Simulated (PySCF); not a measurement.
# InN₂: structure of the doublet

Aim: relax InN₂ as a doublet from a bent start, check by its vibrations whether the end is a minimum, and collect its spectrum and constants.

Method: PBE0, basis In def2-TZVP with ECP28, N def2-TZVP, scalar-relativistic core potentials, no spin–orbit coupling, density fitting; program: PySCF 2.14.0.

### Step 1. The system as given

3 atoms, charge 0, spin multiplicity 2.

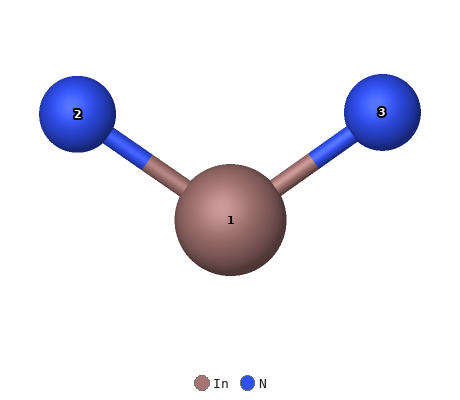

As it starts; indium brown, nitrogen blue; atoms are numbered from 1 in the order of the file.

```xyz
3
charge 0 multiplicity 2
In    0.0000    0.0000    0.0000
N     1.6055    0.0000    1.1242
N    -1.6055    0.0000    1.1242
```

### Step 2. The SCF at the typed geometry

One driver script runs all steps and calls PySCF; scf.py shows how it sets up the SCF of each step. The optimiser is the driver's own. After this first run the driver tries any further starts and a stability analysis.

The input, scf.py:

```python
from pyscf import gto, scf, dft
mol = gto.M(atom='''
In     0.000000     0.000000     0.000000
N      1.605500     0.000000     1.124200
N     -1.605500     0.000000     1.124200''',
    basis={'In': 'def2-TZVP', 'N': 'def2-TZVP'},
    ecp={'In': 'def2-TZVP'},
    charge=0, spin=1)
mf = dft.UKS(mol, xc='PBE0')
mf.grids.atom_grid = (50, 194)
aux = {'In': 'def2-universal-JKFIT', 'N': 'def2-universal-JKFIT'}
mf = mf.density_fit(auxbasis=aux)
mf.conv_tol = 1e-08
mf.diis_space = 10
mf.max_cycle = 60
mf.init_guess = 'minao'
mf.verbose = 4
mf.kernel()
```

On the command line:

```bash
OMP_NUM_THREADS=4 python axn.py task.json out
```

Log:

```text
init E= -266.415836668586
[... the frontier-level lines of each cycle are left out ...]
cycle= 1 E= -298.066968753431  delta_E= -31.7  |g|= 1.63  |ddm|= 32.1
cycle= 2 E= -289.313309453251  delta_E= 8.75  |g|= 4.62  |ddm|=  6.6
cycle= 3 E= -299.169389217661  delta_E= -9.86  |g|= 0.242  |ddm|= 3.24
cycle= 4 E= -299.13673209628  delta_E= 0.0327  |g|= 0.351  |ddm|= 0.61
cycle= 5 E= -299.199808024108  delta_E= -0.0631  |g|= 0.0181  |ddm|= 0.345
cycle= 6 E= -299.200396542286  delta_E= -0.000589  |g|= 0.0112  |ddm|= 0.0433
cycle= 7 E= -299.200881695801  delta_E= -0.000485  |g|= 0.00887  |ddm|= 0.0374
cycle= 8 E= -299.201335857494  delta_E= -0.000454  |g|= 0.0102  |ddm|= 0.0298
cycle= 9 E= -299.200582624847  delta_E= 0.000753  |g|= 0.00621  |ddm|= 0.0565
cycle= 10 E= -299.200377572398  delta_E= 0.000205  |g|= 0.00218  |ddm|= 0.053
cycle= 11 E= -299.200400486908  delta_E= -2.29e-05  |g|= 0.000949  |ddm|= 0.0178
cycle= 12 E= -299.200406446287  delta_E= -5.96e-06  |g|= 0.00172  |ddm|= 0.013
cycle= 13 E= -299.200406598213  delta_E= -1.52e-07  |g|= 0.0017  |ddm|= 0.00162
cycle= 14 E= -299.200408304795  delta_E= -1.71e-06  |g|= 6.34e-05  |ddm|= 0.0033
cycle= 15 E= -299.200408317107  delta_E= -1.23e-08  |g|= 2.55e-05  |ddm|= 0.00031
cycle= 16 E= -299.200408321125  delta_E= -4.02e-09  |g|= 1.69e-05  |ddm|= 0.000162
Extra cycle  E= -299.200408322327  delta_E= -1.2e-09  |g|= 1.15e-05  |ddm|= 7.24e-05
converged SCF energy = -299.200408322327  <S^2> = 0.84180477  2S+1 = 2.0897892
```

This step, with its further starts and checks, took 41 s on 4 threads of Intel Xeon Platinum 8259CL at 2.50GHz (Skylake/Cascade Lake), shared host.

The starts that the driver tried:

| start | energy (Eh) |
| --- | --- |
| the minimal-basis guess | -299.200408 |
| a thermally smeared density | -299.264741 |
| a smeared PBE density | -299.229979 |

The first run landed in a state that is too high. Following the other starts and the instabilities gains 177.3 kJ/mol (-299.26794 Eh), and the work goes on from there.

### Step 3. Relaxing the doublet from the bent start

The program finds C2v symmetry in the start, which this walk keeps.

Edit scf.py of step 2 so:

```diff
@@ -3,3 +3,3 @@
-In     0.000000     0.000000     0.000000
-N      1.605500     0.000000     1.124200
-N     -1.605500     0.000000     1.124200''',
+In     0.000000     0.000000    -0.220310
+N      1.605500     0.000000     0.903890
+N     -1.605500     0.000000     0.903890''',
@@ -16 +15,0 @@
-mf.init_guess = 'minao'
```

Energy and gradient, step by step:

| step | energy (Eh) | change (kJ/mol) | largest symmetric gradient (Eh/bohr) |
| --- | --- | --- | --- |
| 0 | -299.267941 | 0.00 | 0.05077 |
| 1 | -299.283328 | -40.40 | 0.01738 |
| 2 | -299.286380 | -48.41 | 0.00600 |
| 3 | -299.286931 | -49.86 | 0.00111 |
| 4 | -299.286996 | -50.03 | 0.00177 |
| 5 | -299.287040 | -50.14 | 0.00219 |
| 6 | -299.287118 | -50.35 | 0.00235 |
| 7 | -299.287200 | -50.56 | 0.00198 |
| 8 | -299.287316 | -50.87 | 0.00119 |
| 9 | -299.287434 | -51.18 | 0.00103 |
| 10 | -299.288856 | -54.91 | 0.01049 |
| 11 | -299.289568 | -56.78 | 0.01548 |
| 12 | -299.291833 | -62.73 | 0.01533 |
| 13 | -299.293141 | -66.16 | 0.01585 |
| 14 | -299.294633 | -70.08 | 0.00442 |
| 15 | -299.294835 | -70.61 | 0.00088 |
| 16 | -299.294861 | -70.68 | 0.00054 |
| 17 | -299.294863 | -70.68 | 0.00003 |

The walk took 51 s.

Positions (Å) and forces (eV/Å) along the way, with the part that breaks the symmetry left in:

```
step 0
In   0.000   0.000  -0.220  -0.731   0.000  -2.611
N    1.605   0.000   0.904   2.838   0.000   1.561
N   -1.605   0.000   0.904  -2.106   0.000   1.050
step 1
In   0.000   0.000  -0.235  -0.651   0.000  -0.834
N    1.723   0.000   0.911   1.219   0.000   0.633
N   -1.723   0.000   0.911  -0.568   0.000   0.201
step 9
In   0.000   0.000  -0.010  -1.225   0.000   0.053
N    1.963   0.000   0.799   0.573   0.000   0.226
N   -1.963   0.000   0.799   0.652   0.000  -0.278
step 17
In   0.000   0.000   0.529  -2.258   0.000  -0.001
N    1.990   0.000   0.529   1.127   0.000   0.000
N   -1.990   0.000   0.529   1.131   0.000   0.001
```

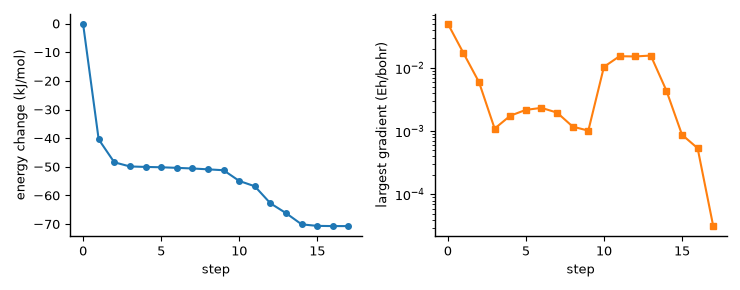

How energy and gradient fall.

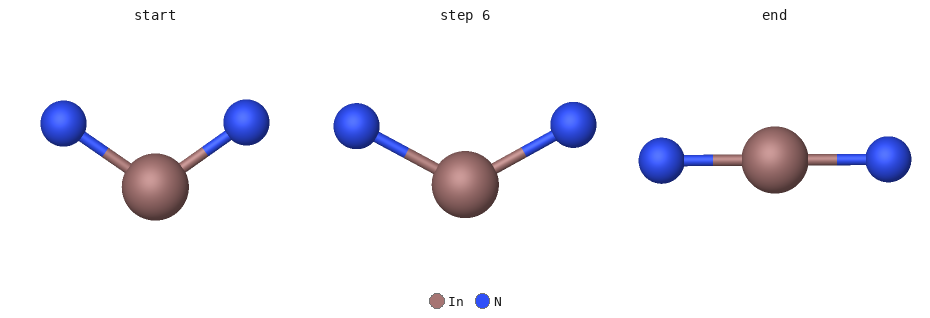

The geometry along the walk, at one scale.

It settles in D∞h symmetry, 70.7 kJ/mol below the start, after 17 steps: In–N 1.990 Å (×2); N–In–N 180.0°. A gradient of 0.0439 Eh/bohr that breaks the symmetry is left: this electronic state wants a lower symmetry.

### Step 4. Relaxing without the symmetry constraint

The geometry is nudged along the force that breaks the symmetry.

The program finds C∞v symmetry in the start, which may break.

Edit scf.py of step 3 so:

```diff
@@ -3,3 +3,3 @@
-In     0.000000     0.000000    -0.220310
-N      1.605500     0.000000     0.903890
-N     -1.605500     0.000000     0.903890''',
+In    -0.019597    -0.000000     0.000000
+N      2.070264     0.000000    -0.000025
+N     -1.909458    -0.000000     0.000023''',
```

The optimiser's trace:

| step | energy (Eh) | change (kJ/mol) | largest gradient (Eh/bohr) |
| --- | --- | --- | --- |
| 0 | -299.296951 | 0.00 | 0.02549 |
| 1 | -299.297904 | -2.50 | 0.00057 |
| 2 | -299.297905 | -2.51 | 0.00010 |

The walk took 7.7 s.

Positions (Å) and forces (eV/Å) along the way:

```
step 0
In  -0.020   0.000   0.000   1.311   0.000   0.000
N    2.070   0.000   0.000  -0.172   0.000   0.000
N   -1.909   0.000   0.000  -1.139   0.000   0.000
step 1
In  -0.001   0.000   0.000   0.022   0.000   0.000
N    2.078   0.000   0.000   0.007   0.000   0.000
N   -1.936   0.000   0.000  -0.029   0.000   0.000
step 2
In  -0.001   0.000   0.000  -0.001   0.000   0.000
N    2.079   0.000   0.000   0.005   0.000   0.000
N   -1.937   0.000   0.000  -0.004   0.000   0.000
```

End point (C∞v, 2 steps, 2.5 kJ/mol gained): In–N 1.936 Å, In–N 2.080 Å; N–In–N 180.0°.

### Step 5. Hessian and properties

On the finer grid the gradient is checked again; gradients at displacements of ±0.02 bohr then give force constants and infrared intensities.

Edit scf.py of step 4 so:

```diff
@@ -3,3 +3,3 @@
-In    -0.019597    -0.000000     0.000000
-N      2.070264     0.000000    -0.000025
-N     -1.909458    -0.000000     0.000023''',
+In    -0.014227    -0.000000     0.000000
+N      2.066114     0.000000    -0.000025
+N     -1.949835    -0.000000     0.000024''',
@@ -10 +10 @@
-mf.grids.atom_grid = (50, 194)
+mf.grids.atom_grid = (75, 302)
@@ -13 +13 @@
-mf.conv_tol = 1e-08
+mf.conv_tol = 1e-10
```

The driver hands on the density of the step before, so the log starts near convergence.

SCF at the final geometry:

```text
init E= -299.297888727793
[... the frontier-level lines of each cycle are left out ...]
cycle= 1 E= -299.297888727793  delta_E=    0  |g|= 1.61e-06  |ddm|= 2.31e-06
Extra cycle  E= -299.29788872778  delta_E= 1.26e-11  |g|= 5.27e-06  |ddm|= 6.22e-06
converged SCF energy = -299.29788872778  <S^2> = 1.7765776  2S+1 = 2.8471583
```

The whole step took 50 s.

Geometry: C∞v; In–N 1.936 Å, In–N 2.080 Å; N–In–N 180.0°.

Harmonic modes (main isotopes):

| ω (cm⁻¹) | IR (km/mol) | μ (u) | type |
| --- | --- | --- | --- |
| 125 | 25.8 | 16.91 | bend |
| 128 | 16.5 | 16.91 | bend |
| 456 | 1.2 | 14.60 | stretch |
| 705 | 9.4 | 16.11 | stretch |

μ is the mass of the mode for normalised Cartesian displacements, not the reduced mass of the usual diatomic formula.

No imaginary mode, so this is a minimum.

Here the density breaks the symmetry of the frame, and no labels are given; pairs that should be degenerate can split.

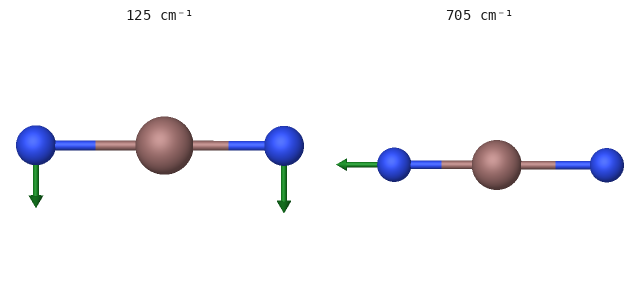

Displacements of 2 of the modes, as arrows (one member where a mode is degenerate).

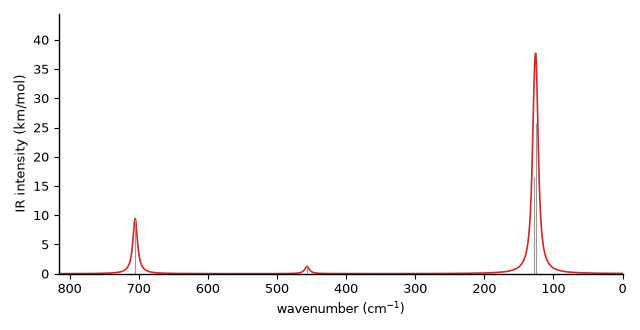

The harmonic infrared spectrum (widths in cm⁻¹). Lines are broadened to a width of 8 cm⁻¹ (Lorentzian).

Constants and moments:

```yaml
Dipole_moment: 2.35 D
Highest_occupied_level: -6.42 eV
Lowest_empty_level: -3.69 eV
Rotational_constants: 0.1491 cm⁻¹
Zero-point_energy: 8.5 kJ/mol
Principal_polarisabilities: 33.1, 40.8, 87.0 bohr³
Atomisation_energy_without_zero-point_energy: 253 kJ/mol
Principal_traceless_quadrupole_moments_about_the_centre_of_mass: -16.60, 6.09, 10.51 D Å
Entropy_at_298.15_K_and_1_bar_electronic_part_spin_only: 274.6 J/(mol K)
Heat_capacity_Cp_at_298.15_K: 54.3 J/(mol K)
Enthalpy_at_298.15_K_above_0_K: 13.24 kJ/mol
Rotational_symmetry_number: 1
Spin_squared_⟨S²⟩: 1.777
```

Populations by atom (charges in e):

| atom | Mulliken | Löwdin | polar tensor | spin (Mulliken) | Mayer order to In1 |
| --- | --- | --- | --- | --- | --- |
| In1 | 0.62 | 0.40 | 0.57 | -0.05 | – |
| N2 | -0.23 | -0.11 | -0.12 | 2.03 | 1.02 |
| N3 | -0.39 | -0.30 | -0.44 | -0.98 | 1.87 |

Outer orbital energies (eV). α occupied: -22.03, -21.66, -17.99, -10.75, -10.19, -10.17, -7.83, -6.42; empty: -3.17, -1.88, -0.99, -0.30. β occupied: -22.12, -21.98, -19.78, -18.35, -10.19, -8.36, -7.89, -6.74; empty: -3.69, -3.61, -1.78, -0.65.

Mulliken populations on In1 (outside its core potential): s 3.23, p 6.98, d 10.10, f 0.07.

### Step 6. Summary of results

| quantity | value |
| --- | --- |
| minimum | broken-symmetry (Ms = 1/2), C∞v |
| geometry | In–N 1.936 Å, In–N 2.080 Å; N–In–N 180.0° |
| wavenumbers (cm⁻¹) | 125, 128, 456, 705 |
| dipole moment | 2.35 D |
| highest occupied, lowest empty level (either spin) | -6.42, -3.69 eV |
| polar-tensor charge of In1 | +0.57 e |
| zero-point energy | 8.5 kJ/mol |
| entropy at 298.15 K | 274.6 J/(mol K) |
| atomisation energy (no zero-point energy) | 253 kJ/mol |
| ⟨S²⟩ | 1.777 |

**Reading.** The bent start (C2v) ends in a minimum of C∞v symmetry. The determinant is spin-contaminated (⟨S²⟩ = 1.78 against 0.75), so it is no pure spin state. The strongest infrared band lies at 125 cm⁻¹ (bend). The first SCF alone would have been 177 kJ/mol too high. Other starts or spin states, not run here, may lie lower. The SCF density has lower symmetry than the nuclear frame. Spin–orbit coupling, left out here, can matter for elements this heavy.

The search up to here took 2.5 min on 4 threads of Intel Xeon Platinum 8259CL at 2.50GHz (Skylake/Cascade Lake), shared host.
